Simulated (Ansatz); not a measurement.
# Run report: SiH5OF, frequency calculation

- system: SiH5OF
- method: RKS PBE-D4/def2-TZVP (Ansatz 0.2.0)

It belongs to a series of runs on one base structure; here: vibrations at the highest image of the band.

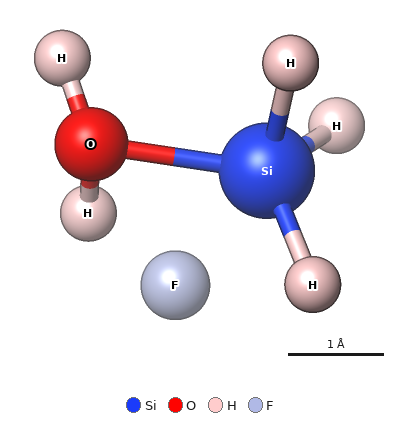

**Figure 1.** The structure (ball-and-stick view, seen at a tilt).

### Results in brief

```csv
quantity,value
outcome,converged
total energy,−12716.7537 eV
mean-field energy,−12716.6522 eV
largest force (length of the vector),0.002 eV/Å
hardware,"4 threads of Arm Neoverse V1, 24 GiB of memory available, shared host"
wall time,24 s (CPU time 86 s)
peak memory,0.14 GiB
```

### Input
```yaml
crystal:
  periodic: [false, false, false]
  atoms:
    - { symbol: Si, position_ang: [0.083726, -0.128118, -0.00883] }
    - { symbol: O, position_ang: [0.061272, -0.112154, 1.862713] }
    - { symbol: H, position_ang: [-0.819662, -0.095992, 2.275674] }
    - { symbol: H, position_ang: [1.364736, 0.340018, -0.598338] }
    - { symbol: H, position_ang: [-0.788055, 1.11089, -0.038231] }
    - { symbol: H, position_ang: [-0.7586, -1.108412, -0.753479] }
    - { symbol: F, position_ang: [1.045427, -1.695052, 0.697484] }
    - { symbol: H, position_ang: [0.552056, -1.096782, 1.739906] }
basis:
  gaussian: { orbitals: def2-TZVP }
hamiltonian:
  xc: pbe
  dispersion: d4
phonons: {}
```

Command:
```bash
ansatz run input.yaml --threads 4 --pin off --max-ram 5120MiB --backend cpu --events-out ev --progress --plain --runs-dir out
```

### Output
```
Engine: ansatz 0.2.0, aarch64-unknown-linux-gnu
Functional definition: PBE
  parameter kappa = 0.804
  parameter beta = 0.06672455060314922
  exchange = pbe_x(kappa = kappa, mu = beta*pi^2/3)
  correlation = pbe_c(beta = beta)
779 factors; their error is unknown
mean field evaluation 1: about -12711.1526 eV, gradient 6.0e1 eV
mean field evaluation 2: about -12695.8344 eV, gradient 1.1e2 eV
mean field evaluation 4: about -12716.6334 eV, gradient 4.2e0 eV
mean field evaluation 8: about -12716.6521 eV, gradient 2.8e-1 eV
mean field -12716.65214345 eV, -467.3283466152 hartree, gradient 6.3e-5 eV, S^2 0.000000; 0 other end points of the search recorded, 0 dependent functions left out
the calculation of the forces begins
reference -12716.65217781 eV, -467.3283478779 hartree; 18, 18 occupied and 111, 111 virtual orbitals, 779 factors
these checks for a lower state are left out or cut short: stability, starts, cluster_reference, orbital_swaps, neighbouring_geometries, increment
779 factors; their error is unknown
mean field evaluation 16: about -12716.6651 eV, gradient 2.9e-1 eV
mean field -12716.65204242 eV, -467.3283429026 hartree, gradient 1.8e-6 eV, S^2 0.000000; 0 other end points of the search recorded, 0 dependent functions left out
[... from here on the field's lines of each further geometry are left out, up to the last ...]
the calculation of the forces begins
reference -12716.65216528 eV, -467.3283474177 hartree; 18, 18 occupied and 111, 111 virtual orbitals, 779 factors
these checks for a lower state are left out or cut short: stability, starts, cluster_reference, orbital_swaps, neighbouring_geometries, increment
779 factors; their error is unknown
mean field evaluation 320: about -12716.6521 eV, gradient 3.4e-4 eV
mean field -12716.65212184 eV, -467.3283458213 hartree, gradient 5.7e-7 eV, S^2 0.000000; 0 other end points of the search recorded, 0 dependent functions left out
the calculation of the forces begins
reference -12716.65215620 eV, -467.3283470839 hartree; 18, 18 occupied and 111, 111 virtual orbitals, 779 factors
WARN: phonons: modes at or below zero, which the zero-point energy, F, S and C_V leave out: 1, the lowest at -488.59 cm⁻¹. A minimum has none, and a first-order saddle one
Total energy: -12716.75370402 eV, -467.3320788974 hartree
Atom 0 at     0.083726    -0.128118    -0.008830 Å, force     0.000466    -0.000035     0.000332 eV/Å
Atom 1 at     0.061272    -0.112154     1.862713 Å, force     0.000090    -0.002456    -0.000010 eV/Å
Atom 2 at    -0.819662    -0.095992     2.275674 Å, force    -0.000168     0.001078    -0.000267 eV/Å
Atom 3 at     1.364736     0.340018    -0.598338 Å, force     0.000225    -0.000027    -0.000278 eV/Å
Atom 4 at    -0.788055     1.110890    -0.038231 Å, force    -0.000560     0.000257    -0.000145 eV/Å
Atom 5 at    -0.758600    -1.108412    -0.753479 Å, force    -0.000421     0.000160    -0.000083 eV/Å
Atom 6 at     1.045427    -1.695052     0.697484 Å, force     0.000454     0.000047    -0.000286 eV/Å
Atom 7 at     0.552056    -1.096782     1.739906 Å, force    -0.000085     0.000976     0.000737 eV/Å
Dipole moment:    -0.395937     0.119204     0.428530 e Å
Vibrations: -488.59 221.58 441.08 496.55 616.63 644.18 702.35 786.26 821.19 1012.93 1043.61 1067.83 1283.27 2049.73 2125.95 2167.34 2212.57 3715.59 cm⁻¹, zero-point energy 1.327167 eV
```

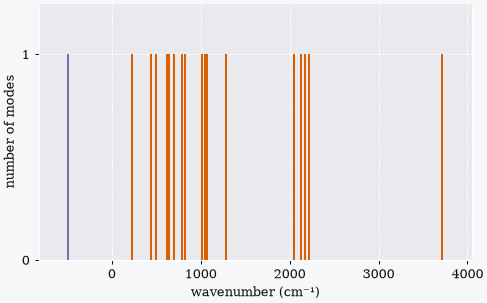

**Figure 2.** Harmonic vibrational wavenumbers from the force constants; neighbouring modes closer than 19 cm⁻¹ are counted in one stick, and imaginary ones are drawn at negative wavenumbers. 18 modes from 489i to 3716 cm⁻¹, 1 imaginary beyond 8i (489i cm⁻¹): a first-order saddle point, if the geometry is stationary.
